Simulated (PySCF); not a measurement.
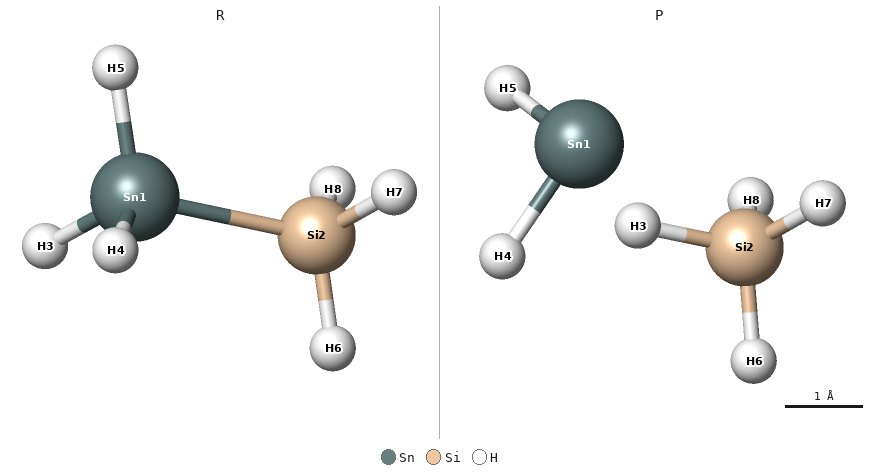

Reactant (R) and product (P) of one elementary step of SnSiH₆. Style: ball-and-stick. Shown at a tilt.

Stationary points at PBE0-D4/def2-TZVP, single-point energies with CCSD(T)/CBS, PBE-D4, SPW92 (LDA) (def2-TZVPP where no basis is named; PySCF 2.14.0). The energies are electronic, without zero-point or thermal terms, and both ends are the relaxed geometries reached downhill from the saddle, with any fragments still in contact. CCSD(T)/CBS stands for a frozen-core estimate: MP2 correlation extrapolated from def2-TZVPP and def2-QZVPP, CCSD(T) minus MP2 from the smaller set. Elements past krypton carry the basis set's effective core potentials.

R:
```xyz
8

Sn   -0.8927    0.7961    0.3470
Si    0.9422   -0.8408   -0.3666
H    -1.2239    1.9149   -0.8999
H    -2.3381   -0.0363    0.7130
H    -0.4164    1.6710    1.7339
H     0.5148   -1.5965   -1.5733
H     1.2210   -1.8066    0.7289
H     2.1931   -0.1020   -0.6830
```

P:
```xyz
8

Sn   -1.3307    0.4758    1.6330
Si    0.9545   -0.6748   -0.6628
H    -0.1387    0.2760   -0.2399
H    -2.5514    0.6330    0.3572
H    -0.7713    2.1316    1.3335
H     0.4433   -1.3796   -1.8606
H     1.2644   -1.6287    0.4248
H     2.1299    0.1666   -0.9853
```

Predict the saddle point between them and the barrier.

Counted by bonded pieces, R holds SiSnH₆ and P holds SiH₄ + SnH₂. From R over the saddle to P, a bond forms: Si2–H3 (3.55 → 1.81 → 1.51 Å). Bonds break: Sn1–Si2 (2.56 → 2.61 → 3.44 Å), Sn1–H3 (1.71 → 1.90 → 2.23 Å). The saddle has one imaginary mode, 409i cm⁻¹. The end P keeps a soft imaginary mode of 91i cm⁻¹, so it isn't quite a minimum. With CCSD(T)/CBS the barrier is 33.7 kcal/mol from R and 13.4 kcal/mol from P, and P lies 20.4 kcal/mol above R. By Pauling bond orders of the changing bonds the saddle lies closer to R, the lower end, against what Hammond's postulate suggests.

```
      level  barrier from R (kcal/mol)  barrier from P (kcal/mol)  P less R (kcal/mol)
CCSD(T)/CBS                       33.7                       13.4                 20.4
     PBE-D4                       29.0                       10.5                 18.5
SPW92 (LDA)                       27.7                        4.9                 22.8
```

Against CCSD(T)/CBS, PBE-D4 comes closest on the barrier from R (−4.7 kcal/mol) and SPW92 (LDA) misses most (−6.0 kcal/mol).

Saddle geometry:

```xyz
8

Sn   -0.9694    0.4238    1.1108
Si    0.8351   -0.6976   -0.4031
H    -0.2829    0.7008   -0.6436
H    -2.5426    0.3987    0.4154
H    -0.6420    2.0827    1.4269
H     0.2436   -1.3125   -1.6169
H     1.3951   -1.8138    0.4161
H     1.9630    0.2178   -0.7057
```

The saddle point in the same view, with dashed sticks for the bonds that form or break:

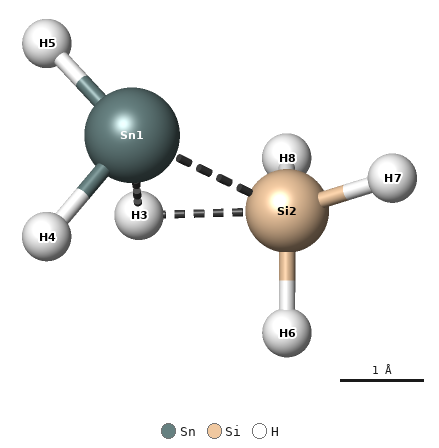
